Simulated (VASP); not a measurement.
Band structure of CoGa (CsCl type). Calculation: LDA (Ceperley-Alder, Perdew-Zunger), VASP's LDA PAW potentials (set 64) (plane waves; VASP 6.6.1).

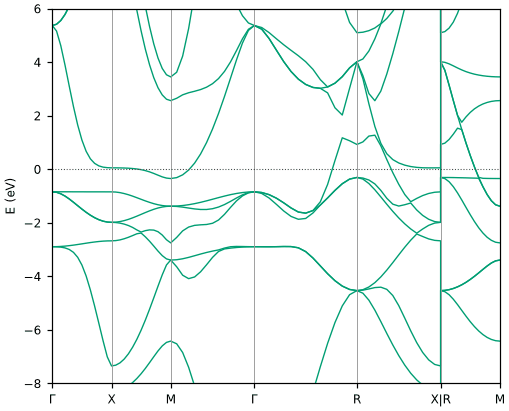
Figure. Bands along high-symmetry lines, zero at the valence-band maximum or, without a gap, the Fermi level

Problem. Read the plot: is there a gap, and where are the band edges?

Solution. It has no gap at this level: it comes out as a metal or semimetal. (Edges off the drawn lines would not show.)

The compound is CoGa in the CsCl type structure. It was relaxed first, which changed the volume by -7 %. The run is not spin-polarised, so no magnetic state was tried.
